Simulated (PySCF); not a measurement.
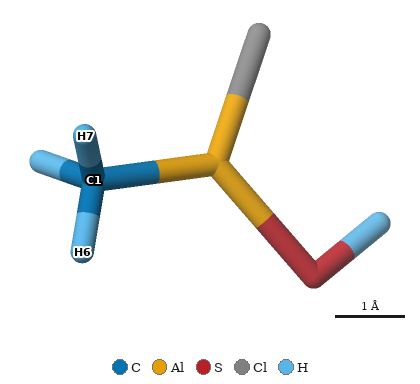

The structure as given in the input (stick view, seen at an oblique angle; atoms are numbered from 1 in the order of the input). Sticks mark near contacts.

**CH4AlClS (charge +1): single-point calculation**

CH4AlClS, charge +1, multiplicity 2, computed with CCSD(T)/STO-3G, UHF (PySCF 2.14.0).

The geometry is that of the parent species in another charge or spin state. The geometry comes from this level: PBE0-D4/def2-TZVP.

### The program's output
```
WARN: HOMO -0.326638102200224 >= LUMO -0.326638102200224

converged SCF energy = -1126.43957064199  <S^2> = 0.7555472  2S+1 = 2.0055395
E(UCCSD) = -1126.573880483007  E_corr = -0.1343098410170276
UCCSD(T) correction = -0.00174504574538347
E(CCSD(T)) = -1126.575625529
```

The run was set up as follows.

### Input (job.py)
```python
from pyscf import gto, cc

mol = gto.M(
    atom='''
C     -0.631357     2.500486    -0.498888
Al     0.134171    -1.056924    -0.185949
S      1.842861    -2.633333     3.207432
Cl    -0.659136    -3.583866    -3.145638
H     -2.647128     2.783189    -0.857180
H     -0.123021     3.548339     1.205078
H      0.388339     3.326296    -2.095706
H      1.869317    -4.992278     2.265593
''',
    verbose=3,
    charge=1,
    max_memory=1860,
    unit='bohr',
    basis='sto-3g',
    spin=1,
)

hf = mol.UHF()
hf.conv_tol = 1e-10
hf.kernel()
if not hf.converged:
    hf = hf.newton().run(hf.mo_coeff, hf.mo_occ)

mycc = cc.CCSD(hf, frozen=16)
mycc.kernel()
e_t = mycc.ccsd_t()
etot = mycc.e_tot + e_t
print('E(%s) = %.9f' % ('CCSD(T)', etot))
```

Launched with:
```bash
OMP_NUM_THREADS=1 python job.py
```

### Summary

| quantity | value |
| --- | --- |
| outcome | converged |
| total energy | −1126.575626 hartree |
| SCF energy | −1126.439571 hartree |
| correlation energy | −0.136055 hartree |
| (T) correction | −0.001745 hartree |
| basis functions | 36 |
| T1 diagnostic | 0.011 |
| ⟨S²⟩ | 0.756 |
| hardware | 1 thread of Arm Neoverse V1, 24 GiB of memory available, shared host |
| wall time | 1.6 s |
| peak memory | 0.12 GiB |
